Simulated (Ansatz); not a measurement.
# triplet C2H5GeN at 6 levels

We compute a comparison of 6 runs (UHF/3-21G, UHF/def2-SVP, U-wB97X/def2-SVP, UB2PLYP/def2-SVP, USVWN5/def2-SVP, UMP2/def2-SVP) of triplet C2H5GeN. 

Program for the calculation: Ansatz 0.2.0.

82 further runs of the same task are left out: 82 set aside as unsound or not needed.

## 1. The system as given

C2H5GeN has 9 atoms, charge 0, and is taken as a triplet. As SMILES of the parent species, `C1=[N][GeH2][CH2]1`. Geometry: relaxed at PBE0-D4/def2-TZVP. That shape belongs to the parent species and isn't relaxed for this state.

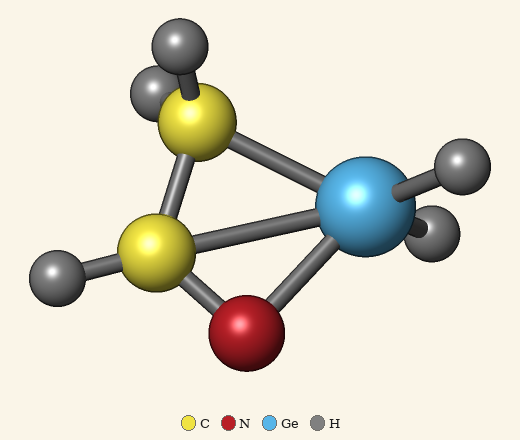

Viewed from a chosen angle; carbon yellow, nitrogen red, germanium blue, hydrogen grey.

## 2. A single-point energy at UHF/3-21G (run 1)

molecule.yaml

```yaml
crystal:
  periodic: [false, false, false]
  atoms:
    - {symbol: C, position_ang: [-0.186800, -0.549700, -1.075100]}
    - {symbol: "N", position_ang: [1.035900, -0.182500, -1.141500]}
    - {symbol: Ge, position_ang: [0.903900, 0.560600, 0.613000]}
    - {symbol: C, position_ang: [-0.885400, -0.197100, 0.218500]}
    - {symbol: H, position_ang: [-0.675600, -1.079500, -1.903400]}
    - {symbol: H, position_ang: [1.056500, 2.089100, 0.684100]}
    - {symbol: H, position_ang: [1.776000, -0.127000, 1.676700]}
    - {symbol: H, position_ang: [-1.720500, 0.497400, 0.107000]}
    - {symbol: H, position_ang: [-1.215600, -1.057700, 0.803700]}
basis:
  gaussian:
    orbitals: 3-21G-spherical.json
magnetization:
  spin_polarized: true
  initial_magnetization: 2
hamiltonian:
  xc: hf
accuracy: high
output:
  orbitals: {seedname: orbitals}
```

The basis set 3-21G is read from a file made from the Basis Set Exchange's data (not shown).

Run with:

```sh
$ ansatz run molecule.yaml --threads 1 --pin off --max-ram 3480MiB --events-out events.jsonl --progress --plain --runs-dir runs
```

Standard output:

```text
Warning: RAYON_NUM_THREADS=1 ignored (pool sized by the plan → 1); use --threads N
Functional definition: HF
  name "HF"
  exchange = exact_x
  correlation = 0
1312 factors; integrals over basis functions are off by at most 4.3e-9 eV
mean field evaluation 1: about -59794.6596 eV, gradient 1.7e1 eV
mean field evaluation 2: about -59795.0716 eV, gradient 1.7e1 eV
mean field evaluation 4: about -59797.5156 eV, gradient 3.1e0 eV
mean field evaluation 8: about -59797.7698 eV, gradient 4.7e-1 eV
mean field evaluation 16: about -59797.7799 eV, gradient 9.2e-6 eV
mean field evaluation 32: about -59797.7257 eV, gradient 5.8e-1 eV
mean field evaluation 64: about -59796.0819 eV, gradient 2.6e-1 eV
mean field evaluation 96: about -59793.8250 eV, gradient 3.3e0 eV
mean field -59797.77990173 eV, -2197.5278789977 hartree, gradient 3.1e-8 eV, S^2 2.019732; 2 other end points of the search recorded, 0 dependent functions left out
reference -59797.77990173 eV, -2197.5278789977 hartree; 29, 27 occupied and 30, 32 virtual orbitals, 1312 factors
Total energy: -59797.77990173 eV, -2197.5278789977 hartree
```

Wall time 1.9 s (1 thread of AMD EPYC 9R45 (Zen 5), shared host); peak memory 0.26 GiB.

## 3. A single-point energy at UHF/def2-SVP (run 2)

input.yaml

```yaml
crystal:
  periodic: [false, false, false]
  atoms:
    - {symbol: C, position_ang: [-0.186800, -0.549700, -1.075100]}
    - {symbol: N, position_ang: [1.035900, -0.182500, -1.141500]}
    - {symbol: Ge, position_ang: [0.903900, 0.560600, 0.613000]}
    - {symbol: C, position_ang: [-0.885400, -0.197100, 0.218500]}
    - {symbol: H, position_ang: [-0.675600, -1.079500, -1.903400]}
    - {symbol: H, position_ang: [1.056500, 2.089100, 0.684100]}
    - {symbol: H, position_ang: [1.776000, -0.127000, 1.676700]}
    - {symbol: H, position_ang: [-1.720500, 0.497400, 0.107000]}
    - {symbol: H, position_ang: [-1.215600, -1.057700, 0.803700]}
basis:
  gaussian:
    orbitals: def2-SVP
magnetization:
  spin_polarized: true
  initial_magnetization: 2
hamiltonian:
  xc: hf
accuracy: high
output:
  orbitals: {seedname: orbitals}
```

Run with:

```sh
$ ansatz run input.yaml --threads 1 --pin off --max-ram 3480MiB --events-out events.jsonl --progress --plain --runs-dir runs
```

Standard output:

```text
Warning: RAYON_NUM_THREADS=1 ignored (pool sized by the plan → 1); use --threads N
[... 4 set-up lines as earlier in the session ...]
2271 factors; integrals over basis functions are off by at most 4.6e-9 eV
mean field evaluation 1: about -60077.0793 eV, gradient 2.1e1 eV
mean field evaluation 2: about -60077.1845 eV, gradient 2.0e1 eV
mean field evaluation 4: about -60080.3152 eV, gradient 3.5e0 eV
mean field evaluation 8: about -60080.6272 eV, gradient 3.1e-1 eV
mean field evaluation 16: about -60080.6328 eV, gradient 6.1e-7 eV
mean field evaluation 32: about -60079.9337 eV, gradient 2.0e0 eV
mean field evaluation 64: about -60079.7951 eV, gradient 2.9e0 eV
mean field evaluation 96: about -60079.9723 eV, gradient 4.8e-3 eV
mean field -60080.63279338 eV, -2207.9225310410 hartree, gradient 3.2e-8 eV, S^2 2.024503; 2 other end points of the search recorded, 0 dependent functions left out
reference -60080.63279338 eV, -2207.9225310410 hartree; 29, 27 occupied and 70, 72 virtual orbitals, 2271 factors
Total energy: -60080.63279338 eV, -2207.9225310410 hartree
```

It took 5.7 s on 1 thread of AMD EPYC 9R45 (Zen 5), shared host; peak memory 0.5 GiB.

Run 3 isn't shown in full; the table further down has it.

## 4. The energy at UB2PLYP/def2-SVP (run 4)

run.yaml

```yaml
crystal:
  periodic: [false, false, false]
  atoms:
    - symbol: C
      position_ang: [-0.186800, -0.549700, -1.075100]
    - symbol: "N"
      position_ang: [1.035900, -0.182500, -1.141500]
    - symbol: Ge
      position_ang: [0.903900, 0.560600, 0.613000]
    - symbol: C
      position_ang: [-0.885400, -0.197100, 0.218500]
    - symbol: H
      position_ang: [-0.675600, -1.079500, -1.903400]
    - symbol: H
      position_ang: [1.056500, 2.089100, 0.684100]
    - symbol: H
      position_ang: [1.776000, -0.127000, 1.676700]
    - symbol: H
      position_ang: [-1.720500, 0.497400, 0.107000]
    - symbol: H
      position_ang: [-1.215600, -1.057700, 0.803700]
basis:
  gaussian: {orbitals: def2-SVP}
magnetization: {spin_polarized: true, initial_magnetization: 2}
hamiltonian: {xc: {name: B2PLYP}}
correlation: {frozen_orbitals: {C: 1, Ge: 9, H: 0, "N": 1}}
accuracy: high
output: {orbitals: {seedname: orbitals}}
```

Run with:

```sh
$ ansatz run run.yaml --threads 1 --pin off --max-ram 3480MiB --events-out events.jsonl --progress --plain --runs-dir runs
```

Standard output, shortened:

```text
Warning: RAYON_NUM_THREADS=1 ignored (pool sized by the plan → 1); use --threads N
Functional definition: B2PLYP
  name "B2PLYP"
[...]
2271 factors; integrals over basis functions are off by at most 4.6e-9 eV
[...]
mean field -60128.44497624 eV, -2209.6795963529 hartree, gradient 1.9e-8 eV, S^2 2.012812; 3 other end points of the search recorded, 0 dependent functions left out
12 core orbitals not correlated: weight in the atoms' cores, before any rotation towards them, 1.000 or more for the frozen orbitals, at most 0.000 for the correlated occupied ones
reference -60128.44500193 eV, -2209.6795972969 hartree; 17, 15 occupied and 70, 72 virtual orbitals, 2271 factors
second order -20.70989258 eV of doubles, -0.00000000 eV of singles
Total energy: -60134.03667292 eV, -2209.8850874159 hartree
```

Run time: 13 s. Hardware: 1 thread of AMD EPYC 9R45 (Zen 5), shared host; peak memory 0.54 GiB.

Run 5 isn't shown in full; the table further down has it.

## 5. The energy at UMP2/def2-SVP (run 6)

in.yaml

```yaml
crystal:
  periodic: [false, false, false]
  atoms:
    - symbol: C
      position_ang: [-0.186800, -0.549700, -1.075100]
    - symbol: "N"
      position_ang: [1.035900, -0.182500, -1.141500]
    - symbol: Ge
      position_ang: [0.903900, 0.560600, 0.613000]
    - symbol: C
      position_ang: [-0.885400, -0.197100, 0.218500]
    - symbol: H
      position_ang: [-0.675600, -1.079500, -1.903400]
    - symbol: H
      position_ang: [1.056500, 2.089100, 0.684100]
    - symbol: H
      position_ang: [1.776000, -0.127000, 1.676700]
    - symbol: H
      position_ang: [-1.720500, 0.497400, 0.107000]
    - symbol: H
      position_ang: [-1.215600, -1.057700, 0.803700]
basis:
  gaussian:
    orbitals: def2-SVP
total_charge: 0
magnetization:
  spin_polarized: true
  initial_magnetization: 2
correlation:
  method: mp2
  frozen_orbitals: {C: 1, Ge: 9, H: 0, "N": 1}
accuracy: high
```

Run with:

```sh
$ ansatz run in.yaml --threads 1 --pin off --max-ram 3480MiB --events-out events.jsonl --progress --plain --runs-dir runs
```

Standard output, shortened:

```text
Warning: RAYON_NUM_THREADS=1 ignored (pool sized by the plan → 1); use --threads N
[... 2 set-up lines as earlier in the session ...]
[...]
2271 factors; integrals over basis functions are off by at most 4.6e-9 eV
[...]
mean field -60080.63279338 eV, -2207.9225310410 hartree, gradient 3.2e-8 eV, S^2 2.024503; 7 other end points of the search recorded, 0 dependent functions left out
12 core orbitals not correlated: weight in the atoms' cores, before any rotation towards them, 1.000 or more for the frozen orbitals, at most 0.000 for the correlated occupied ones
reference -60080.63279338 eV, -2207.9225310410 hartree; 17, 15 occupied and 70, 72 virtual orbitals, 2271 factors
second order -16.75091451 eV of doubles, -0.00000000 eV of singles
Total energy: -60097.38370789 eV, -2208.5381157952 hartree
```

It took 7.8 s on 1 thread of AMD EPYC 9R45 (Zen 5), shared host; peak memory 0.53 GiB.

## 6. Overview of the runs

```csv
run,level,frozen core orbitals,energy (Eh),HOMO energy (eV),LUMO energy (eV),⟨S²⟩,wall time
1,UHF/3-21G,–,-2197.527879,-6.18,2.10,2.020,1.9 s
2,UHF/def2-SVP,–,-2207.922531,-6.30,1.50,2.025,5.7 s
3,U-wB97X/def2-SVP,–,-2210.421613,-5.12,-1.56,2.008,35 s
4,UB2PLYP/def2-SVP,12,-2209.885087,-4.03,-1.95,2.013,13 s
5,USVWN5/def2-SVP,–,-2206.082271,-1.48,–,2.004,4.5 s
6,UMP2/def2-SVP,12,-2208.538116,–,–,2.025,7.8 s
```

## 7. What came out

| quantity | value |
| --- | --- |
| run 6: total energy | -2208.53812 Eh |
| run 6: correlation energy (12 core orbitals frozen) | -615.6 mEh |
| run 6: ⟨S²⟩ of the reference determinant | 2.025 |

Totals of different functionals can't be ranked against each other. All runs together took 67 s, the longest 35 s.
